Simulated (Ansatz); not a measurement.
# Run report: TaH3BrCl3O2, molecular dynamics (part 5 of 5)

TaH3BrCl3O2; RKS PBE/def2-SVP (Ansatz 0.2.0). It belongs to a series of runs on one base structure; here: dynamics from the highest image of the converged band.

Geometry of the input (Å):
```
Ta -0.0235  -0.1201  -0.1762
O  2.0039  -0.0510  -0.1462
H  2.4270  0.0348  0.7324
Cl 0.2108  -0.6960  2.1262
Cl 0.1516  0.2082  -2.4798
O  -0.6064  1.6130  0.2274
H  -1.0897  2.0113  0.9741
Cl -2.0117  -1.3212  -0.3073
Br 1.3050  -2.8216  -0.7823
H  2.0951  -1.5164  -0.5331
```

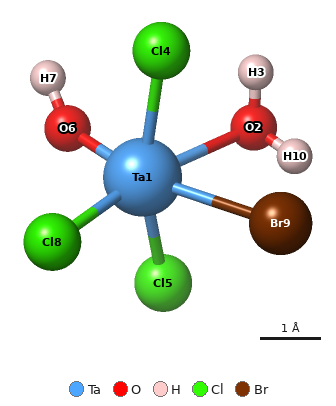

*The geometry at step 175 of the log (ball-and-stick view, seen at a tilt; atoms are numbered from 1 in the order of the input).*

### Trajectory as extended XYZ, continued
```
10
Properties=species:S:1:pos:R:3:forces:R:3 step=151 time_fs=75.5 energy=-113264.59061 temperature=522.8
Ta   -0.0870   -0.2454   -0.1769    1.4508  -0.1264  -0.2949
O     2.2766    0.1033   -0.2587    0.8955  -1.4518   0.5315
H     2.6685    0.1346    0.6715   -0.5179  -0.0939  -1.1121
Cl    0.4168   -0.6299    2.0798    0.0598  -0.1611   0.3711
Cl    0.2328    0.2265   -2.4082    0.1015   0.1816  -0.4359
O    -0.5530    1.5325    0.2719    0.1987  -0.4000  -0.2098
H    -0.7238    2.2049    0.9539    0.0676  -0.0566   0.0143
Cl   -2.1566   -1.0815   -0.4241   -0.6964  -0.4786   0.1200
Br    1.3064   -2.7084   -0.7244   -0.6338   0.8219   0.2393
H     2.5899   -0.8576   -0.6209   -0.9258   1.7650   0.7766
10
Properties=species:S:1:pos:R:3:forces:R:3 step=153 time_fs=76.5 energy=-113264.64505 temperature=575.0
Ta   -0.0860   -0.2486   -0.1778    1.2752  -0.1386  -0.3322
O     2.2785    0.1102   -0.2548    0.6836  -0.9272   0.6835
H     2.6563    0.1285    0.6752   -0.4399   0.0325  -0.8672
Cl    0.4208   -0.6296    2.0799    0.0583  -0.1495   0.3595
Cl    0.2337    0.2284   -2.4093    0.0981   0.1786  -0.4044
O    -0.5506    1.5348    0.2725    0.4922  -1.6186  -1.3582
H    -0.6996    2.1862    0.9385   -0.1930   1.0703   1.1525
Cl   -2.1627   -1.0814   -0.4246   -0.5874  -0.4249   0.1332
Br    1.3037   -2.7043   -0.7228   -0.6807   0.8321   0.2605
H     2.5924   -0.8236   -0.5911   -0.7064   1.1451   0.3729
10
Properties=species:S:1:pos:R:3:forces:R:3 step=156 time_fs=78.0 energy=-113264.66756 temperature=596.3
Ta   -0.0845   -0.2533   -0.1793    1.0032  -0.2036  -0.4012
O     2.2820    0.1198   -0.2483   -0.3102   1.0278   0.6753
H     2.6308    0.1204    0.6673   -0.0874   0.2648   0.1813
Cl    0.4268   -0.6292    2.0802    0.0603  -0.1329   0.3444
Cl    0.2351    0.2315   -2.4110    0.0927   0.1726  -0.3612
O    -0.5463    1.5363    0.2718    0.5736  -2.1635  -1.8499
H    -0.6670    2.1787    0.9376   -0.2393   1.5271   1.6367
Cl   -2.1721   -1.0814   -0.4252   -0.4249  -0.3432   0.1526
Br    1.2995   -2.6979   -0.7202   -0.7521   0.8558   0.2914
H     2.5850   -0.7564   -0.5419    0.0840  -1.0048  -0.6695
10
Properties=species:S:1:pos:R:3:forces:R:3 step=159 time_fs=79.5 energy=-113264.62038 temperature=552.6
Ta   -0.0828   -0.2581   -0.1808    0.7892  -0.2448  -0.4582
O     2.2850    0.1307   -0.2409   -1.3069   2.9058   0.4591
H     2.6034    0.1179    0.6635    0.2437   0.4211   1.2509
Cl    0.4328   -0.6289    2.0806    0.0614  -0.1244   0.3347
Cl    0.2366    0.2346   -2.4130    0.0877   0.1598  -0.3230
O    -0.5413    1.5351    0.2689    0.3058  -0.7098  -0.3308
H    -0.6390    2.2005    0.9683    0.0399   0.0356   0.1135
Cl   -2.1818   -1.0816   -0.4257   -0.2738  -0.2750   0.1683
Br    1.2951   -2.6914   -0.7176   -0.7747   0.8740   0.3072
H     2.5796   -0.7111   -0.5069    0.8278  -3.0423  -1.5218
10
Properties=species:S:1:pos:R:3:forces:R:3 step=162 time_fs=81.0 energy=-113264.69026 temperature=618.5
Ta   -0.0810   -0.2628   -0.1823    0.6607  -0.1962  -0.4863
O     2.2864    0.1452   -0.2329   -0.7600   1.4054   0.1361
H     2.5806    0.1241    0.6844    0.1822   0.3720   1.0181
Cl    0.4388   -0.6287    2.0813    0.0534  -0.1232   0.3263
Cl    0.2381    0.2378   -2.4152    0.0818   0.1397  -0.2827
O    -0.5358    1.5328    0.2654    0.1664   0.5267   0.9931
H    -0.6104    2.2238    1.0019    0.1781  -1.2323  -1.2153
Cl   -2.1917   -1.0820   -0.4261   -0.1328  -0.2241   0.1795
Br    1.2905   -2.6846   -0.7149   -0.7386   0.8634   0.3012
H     2.5896   -0.7247   -0.5020    0.3087  -1.5314  -0.9699
10
Properties=species:S:1:pos:R:3:forces:R:3 step=164 time_fs=82.0 energy=-113264.73324 temperature=659.8
Ta   -0.0798   -0.2660   -0.1834    0.6073  -0.1220  -0.4946
O     2.2868    0.1561   -0.2274   -0.0135  -0.3042   0.2278
H     2.5677    0.1328    0.7109   -0.0107   0.2649   0.2090
Cl    0.4429   -0.6286    2.0819    0.0427  -0.1237   0.3185
Cl    0.2392    0.2400   -2.4167    0.0768   0.1236  -0.2518
O    -0.5321    1.5317    0.2637    0.1783   0.7301   1.2505
H    -0.5893    2.2262    1.0117    0.1651  -1.4645  -1.4746
Cl   -2.1983   -1.0823   -0.4263   -0.0406  -0.1957   0.1856
Br    1.2873   -2.6799   -0.7131   -0.6892   0.8495   0.2883
H     2.6009   -0.7548   -0.5114   -0.3162   0.2421  -0.2587
10
Properties=species:S:1:pos:R:3:forces:R:3 step=167 time_fs=83.5 energy=-113264.71622 temperature=644.5
Ta   -0.0779   -0.2708   -0.1850    0.5236  -0.0098  -0.5104
O     2.2873    0.1720   -0.2189    0.6126  -1.7628   0.6021
H     2.5477    0.1502    0.7520   -0.2136   0.0999  -0.9118
Cl    0.4490   -0.6285    2.0829    0.0226  -0.1207   0.2995
Cl    0.2408    0.2434   -2.4192    0.0681   0.0991  -0.1995
O    -0.5262    1.5306    0.2626    0.2700   0.0981   0.6577
H    -0.5550    2.2048    1.0009    0.0761  -0.8799  -0.8766
Cl   -2.2082   -1.0829   -0.4266    0.1009  -0.1510   0.1954
Br    1.2824   -2.6727   -0.7103   -0.6106   0.8366   0.2662
H     2.6111   -0.7924   -0.5286   -0.8497   1.7904   0.4775
10
Properties=species:S:1:pos:R:3:forces:R:3 step=170 time_fs=85.0 energy=-113264.70200 temperature=631.0
Ta   -0.0759   -0.2756   -0.1867    0.3840   0.0250  -0.5474
O     2.2887    0.1855   -0.2096    0.5719  -1.9904   0.6161
H     2.5235    0.1698    0.7748   -0.1714  -0.0302  -1.2069
Cl    0.4551   -0.6285    2.0841    0.0040  -0.1091   0.2715
Cl    0.2424    0.2468   -2.4217    0.0588   0.0782  -0.1460
O    -0.5200    1.5296    0.2622    0.3270  -1.4469  -0.9638
H    -0.5190    2.1661    0.9732    0.0252   0.6390   0.7646
Cl   -2.2181   -1.0836   -0.4267    0.2479  -0.0962   0.2072
Br    1.2773   -2.6653   -0.7074   -0.5767   0.8316   0.2519
H     2.6038   -0.7935   -0.5363   -0.8706   2.0990   0.7530
10
Properties=species:S:1:pos:R:3:forces:R:3 step=173 time_fs=86.5 energy=-113264.76509 temperature=692.0
Ta   -0.0739   -0.2805   -0.1885    0.1793  -0.0620  -0.6088
O     2.2907    0.1964   -0.1995    0.0217  -1.2051   0.1087
H     2.4960    0.1889    0.7732    0.0744  -0.1165  -0.5488
Cl    0.4612   -0.6285    2.0855   -0.0071  -0.0916   0.2416
Cl    0.2441    0.2502   -2.4244    0.0510   0.0622  -0.1006
O    -0.5133    1.5267    0.2605    0.2640  -2.3379  -1.9696
H    -0.4823    2.1402    0.9610    0.0855   1.5639   1.8050
Cl   -2.2278   -1.0843   -0.4267    0.3922  -0.0332   0.2200
Br    1.2721   -2.6577   -0.7044   -0.6015   0.8277   0.2515
H     2.5784   -0.7510   -0.5284   -0.4595   1.3926   0.6009
10
Properties=species:S:1:pos:R:3:forces:R:3 step=175 time_fs=87.5 energy=-113264.84186 temperature=763.9
Ta   -0.0726   -0.2837   -0.1897    0.0271  -0.1707  -0.6558
O     2.2921    0.2028   -0.1927   -0.5994   0.0858  -0.2788
H     2.4781    0.2003    0.7646    0.2818  -0.1425   0.2668
Cl    0.4653   -0.6286    2.0865   -0.0100  -0.0807   0.2253
Cl    0.2453    0.2526   -2.4262    0.0479   0.0528  -0.0766
O    -0.5087    1.5231    0.2580    0.2562  -1.6864  -1.2803
H    -0.4569    2.1403    0.9729    0.0802   0.9756   1.1444
Cl   -2.2341   -1.0849   -0.4266    0.4816   0.0080   0.2278
Br    1.2685   -2.6525   -0.7024   -0.6304   0.8258   0.2568
H     2.5555   -0.7051   -0.5158    0.0651   0.1324   0.1704
10
Properties=species:S:1:pos:R:3:forces:R:3 step=178 time_fs=89.0 energy=-113264.77162 temperature=697.9
Ta   -0.0705   -0.2885   -0.1916   -0.1730  -0.3298  -0.7168
O     2.2935    0.2127   -0.1827   -1.5762   2.7820  -0.2655
H     2.4569    0.2149    0.7587    0.4827  -0.1567   1.2314
Cl    0.4714   -0.6287    2.0881   -0.0137  -0.0693   0.2065
Cl    0.2470    0.2561   -2.4290    0.0454   0.0372  -0.0444
O    -0.5014    1.5160    0.2531    0.3809  -0.0439   0.5281
H    -0.4177    2.1544    1.0072   -0.0776  -0.5422  -0.6191
Cl   -2.2434   -1.0856   -0.4263    0.6025   0.0608   0.2369
Br    1.2630   -2.6444   -0.6993   -0.6495   0.8197   0.2625
H     2.5243   -0.6399   -0.4960    0.9787  -2.5578  -0.8195
10
Properties=species:S:1:pos:R:3:forces:R:3 step=181 time_fs=90.5 energy=-113264.74000 temperature=668.4
Ta   -0.0685   -0.2934   -0.1936   -0.2876  -0.3977  -0.7489
O     2.2928    0.2262   -0.1731   -1.5468   2.9002   0.0766
H     2.4456    0.2260    0.7771    0.4238  -0.2140   0.8595
Cl    0.4775   -0.6288    2.0898   -0.0264  -0.0653   0.1913
Cl    0.2488    0.2596   -2.4317    0.0427   0.0170  -0.0095
O    -0.4936    1.5087    0.2488    0.5026   0.8108   1.4756
H    -0.3802    2.1582    1.0297   -0.2362  -1.2831  -1.5241
Cl   -2.2523   -1.0863   -0.4259    0.7081   0.0984   0.2423
Br    1.2573   -2.6362   -0.6962   -0.6170   0.7865   0.2517
H     2.5127   -0.6253   -0.4922    1.0368  -2.6528  -0.8144
10
Properties=species:S:1:pos:R:3:forces:R:3 step=184 time_fs=92.0 energy=-113264.86178 temperature=783.6
Ta   -0.0666   -0.2983   -0.1957   -0.3225  -0.3677  -0.7524
O     2.2900    0.2433   -0.1633   -0.6666   0.2218   0.1428
H     2.4432    0.2325    0.8125    0.2247  -0.2716  -0.3302
Cl    0.4836   -0.6291    2.0917   -0.0511  -0.0667   0.1724
Cl    0.2506    0.2632   -2.4345    0.0386  -0.0075   0.0310
O    -0.4852    1.5025    0.2464    0.4759   0.5921   1.2004
H    -0.3475    2.1361    1.0214   -0.2401  -0.9792  -1.2078
Cl   -2.2608   -1.0870   -0.4254    0.8024   0.1246   0.2452
Br    1.2514   -2.6278   -0.6930   -0.5361   0.7265   0.2238
H     2.5219   -0.6629   -0.5040    0.2749   0.0277   0.2748
10
Properties=species:S:1:pos:R:3:forces:R:3 step=186 time_fs=93.0 energy=-113264.85399 temperature=776.6
Ta   -0.0653   -0.3016   -0.1971   -0.3364  -0.3331  -0.7482
O     2.2877    0.2551   -0.1568   -0.2002  -1.1599   0.2123
H     2.4446    0.2336    0.8340    0.1068  -0.2598  -0.9379
Cl    0.4876   -0.6292    2.0930   -0.0714  -0.0679   0.1537
Cl    0.2518    0.2656   -2.4364    0.0353  -0.0242   0.0602
O    -0.4792    1.4988    0.2458    0.3205  -0.1169   0.3397
H    -0.3285    2.1092    1.0009   -0.0998  -0.2208  -0.3178
Cl   -2.2662   -1.0874   -0.4250    0.8623   0.1403   0.2467
Br    1.2475   -2.6220   -0.6908   -0.4696   0.6861   0.2034
H     2.5326   -0.6917   -0.5102   -0.1475   1.3561   0.7879
10
Properties=species:S:1:pos:R:3:forces:R:3 step=189 time_fs=94.5 energy=-113264.76030 temperature=688.2
Ta   -0.0633   -0.3066   -0.1993   -0.3944  -0.3354  -0.7476
O     2.2839    0.2714   -0.1467    0.1368  -2.0920   0.1580
H     2.4484    0.2309    0.8489    0.0191  -0.1716  -1.1436
Cl    0.4936   -0.6295    2.0950   -0.1001  -0.0670   0.1187
Cl    0.2536    0.2691   -2.4391    0.0309  -0.0459   0.1006
O    -0.4699    1.4929    0.2449   -0.0836  -1.4859  -1.3845
H    -0.3011    2.0682    0.9686    0.2840   1.2400   1.4563
Cl   -2.2738   -1.0879   -0.4242    0.9490   0.1670   0.2490
Br    1.2414   -2.6132   -0.6875   -0.3910   0.6301   0.1820
H     2.5453   -0.7091   -0.5050   -0.4506   2.1606   1.0111
10
Properties=species:S:1:pos:R:3:forces:R:3 step=192 time_fs=96.0 energy=-113264.81714 temperature=742.5
Ta   -0.0615   -0.3116   -0.2016   -0.5114  -0.4500  -0.7634
O     2.2803    0.2850   -0.1364    0.0984  -1.9592  -0.2616
H     2.4528    0.2246    0.8406    0.0558  -0.0407  -0.4677
Cl    0.4996   -0.6298    2.0971   -0.1183  -0.0640   0.0864
Cl    0.2555    0.2726   -2.4418    0.0293  -0.0618   0.1282
O    -0.4607    1.4852    0.2423   -0.1759  -1.4198  -1.4212
H    -0.2680    2.0515    0.9647    0.3453   1.3194   1.5491
Cl   -2.2808   -1.0884   -0.4232    1.0275   0.1978   0.2509
Br    1.2352   -2.6043   -0.6841   -0.3639   0.5757   0.1765
H     2.5488   -0.6815   -0.4787   -0.3869   1.9027   0.7228
10
Properties=species:S:1:pos:R:3:forces:R:3 step=195 time_fs=97.5 energy=-113264.92746 temperature=846.3
Ta   -0.0597   -0.3167   -0.2040   -0.6542  -0.6370  -0.7888
O     2.2767    0.2960   -0.1265   -0.3904  -0.4813  -0.5877
H     2.4586    0.2174    0.8231    0.1606   0.1168   0.6957
Cl    0.5055   -0.6302    2.0992   -0.1257  -0.0614   0.0637
Cl    0.2573    0.2761   -2.4444    0.0311  -0.0734   0.1437
O    -0.4516    1.4756    0.2380    0.2485   0.1386   0.3761
H    -0.2285    2.0607    0.9909   -0.1248  -0.0509  -0.1906
Cl   -2.2872   -1.0887   -0.4222    1.0941   0.2275   0.2517
Br    1.2289   -2.5952   -0.6807   -0.3675   0.5245   0.1795
H     2.5448   -0.6151   -0.4379    0.1283   0.2967  -0.1432
10
Properties=species:S:1:pos:R:3:forces:R:3 step=197 time_fs=98.5 energy=-113264.85679 temperature=779.5
Ta   -0.0585   -0.3201   -0.2057   -0.7331  -0.7488  -0.8012
O     2.2741    0.3029   -0.1202   -0.9396   1.2673  -0.2626
H     2.4642    0.2138    0.8180    0.1766   0.2382   1.1988
Cl    0.5094   -0.6304    2.1007   -0.1297  -0.0606   0.0522
Cl    0.2586    0.2784   -2.4461    0.0329  -0.0808   0.1525
O    -0.4455    1.4693    0.2352    0.5128   0.9956   1.3521
H    -0.2029    2.0683    1.0087   -0.4214  -0.7853  -1.1305
Cl   -2.2911   -1.0888   -0.4213    1.1317   0.2438   0.2514
Br    1.2246   -2.5891   -0.6784   -0.3623   0.4903   0.1788
H     2.5429   -0.5652   -0.4112    0.7320  -1.5597  -0.9914
10
Properties=species:S:1:pos:R:3:forces:R:3 step=200 time_fs=100.0 energy=-113264.76564 temperature=694.3
Ta   -0.0569   -0.3253   -0.2083   -0.7911  -0.8311  -0.7974
O     2.2691    0.3148   -0.1111   -1.2489   2.5084   0.6941
H     2.4754    0.2130    0.8312    0.0059   0.3896   0.8508
Cl    0.5151   -0.6308    2.1029   -0.1428  -0.0621   0.0367
Cl    0.2605    0.2818   -2.4485    0.0345  -0.0939   0.1678
O    -0.4356    1.4609    0.2327    0.6341   1.4461   1.8001
H    -0.1724    2.0650    1.0144   -0.5839  -1.0881  -1.5308
Cl   -2.2964   -1.0889   -0.4200    1.1772   0.2598   0.2495
Br    1.2182   -2.5797   -0.6749   -0.3219   0.4187   0.1644
H     2.5547   -0.5221   -0.3906    1.2369  -2.9474  -1.6352
```

### Key numbers

```csv
quantity,value
outcome,finished
mean temperature over the second half,527 K
trajectory,"200 steps, 100 fs"
ensemble,nve
temperature in the input,300.0 K
time step,0.5 fs
potential energy (last step),−113264.7657 eV
mean-field energy (last step),−113264.7657 eV
largest force (length of the vector) (last step),3.590 eV/Å
hardware,"4 threads of Intel Xeon @ 2.50GHz (Skylake/Cascade Lake), 12 GiB of memory available, shared host"
wall time,9.6 min (CPU time 36 min)
peak memory,0.31 GiB
```

So short a trajectory is not equilibrated.
